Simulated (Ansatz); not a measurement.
The starting structures come from a database of crystals and need not be the phases stable at ambient conditions.

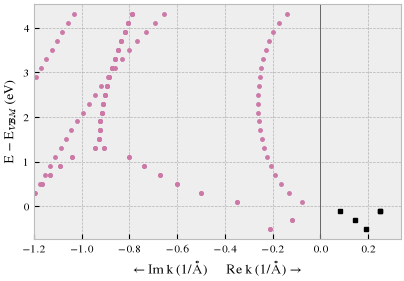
Complex bands at the centre of the two-dimensional zone; r2SCAN run with Ansatz (an electronic-structure program)

The gap is the functional's own. No spin-orbit coupling. Mid-gap values are interpolated on the energy grid.

Question: This is MgI2 (P-3m1, CdI2 type, not sure to be the ambient phase, 3 atoms a cell, 33.5 Å³ an atom) along the normal of (001). Read off the slowest decay at the centre of the two-dimensional zone at 2.10 eV, the computed energy nearest the middle of the gap.

Answer: κ ≈ 0.26 1/Å, a decay length 1/(2κ) of the density of 1.9 Å.
